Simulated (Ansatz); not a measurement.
The starting structures come from a database of crystals and need not be the phases stable at ambient conditions.

 Where the default PAW files enter, the runs use the earlier of Ansatz's two default sets.

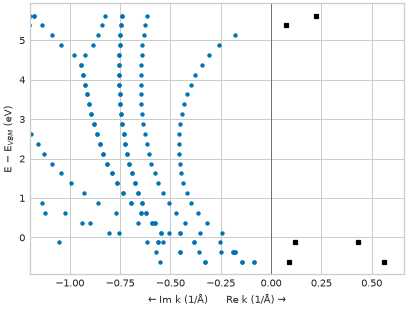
*Complex bands at the centre of the two-dimensional zone; PBEsol in Ansatz (a first-principles code)*

The gap is the functional's own, uncorrected, and κ follows it; spin-orbit coupling is left out. Mid-gap values are interpolated between the computed energies.

Q: This is BaSnF$_{6}$ (R-3, not sure to be the ambient phase, 8 atoms a cell, 14.6 Å³ an atom) along the normal of (101). Read off the slowest decay at the centre of the two-dimensional zone at 2.62 eV, the computed energy nearest the middle of the gap.

A: κ ≈ 0.46 1/Å, a decay length 1/(2κ) of the density of 1.1 Å.
